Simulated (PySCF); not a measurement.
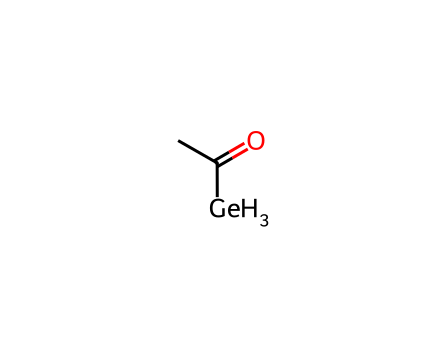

Structural formula above. Computed geometry: PBE0-D3(BJ)/def2-SVP optimisation. No frequency run is at hand to confirm it as a minimum.

What does the molecule look like in three dimensions?

The molecule is C₂H₆GeO. Its SMILES string is `C[C](=O)[GeH3]`. This geometry has C1 symmetry. Coordination: 1 C tetrahedral; 1 C trigonal planar; 1 Ge tetrahedral.

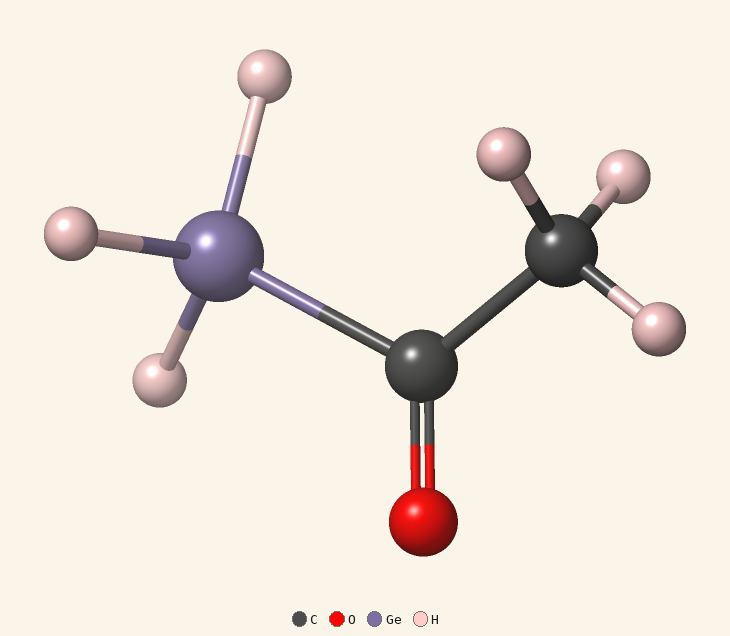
